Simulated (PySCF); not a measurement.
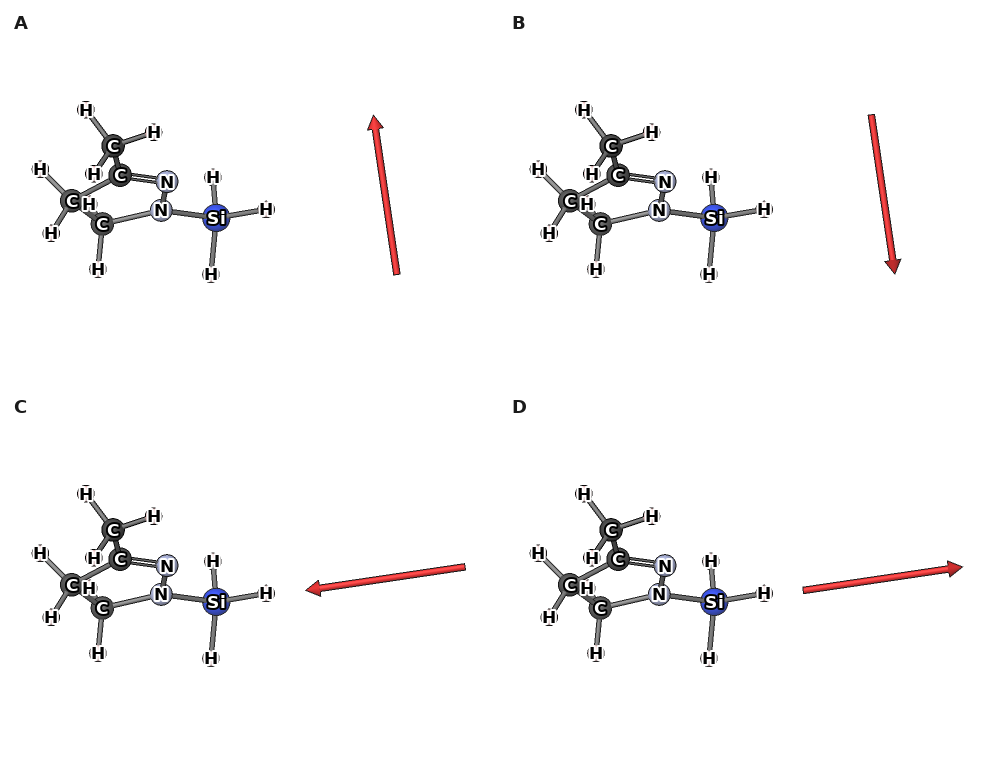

The same molecule four times, each with an arrow. The computed structure is the end point of a GFN2-xTB optimisation. No frequency run is at hand to confirm it as a minimum. Level of theory: ωB97X-D/def2-SVPD, gas phase (PySCF 2.14.0).

Which arrow points along the dipole moment, from the negative to the positive end?

Answer. C. The dipole moment is 2.27 D.

The geometry is semi-empirical. Around Si such bond lengths and angles can be off by a tenth of an ångström or more and by several degrees, and values that hang on the shape move with them.
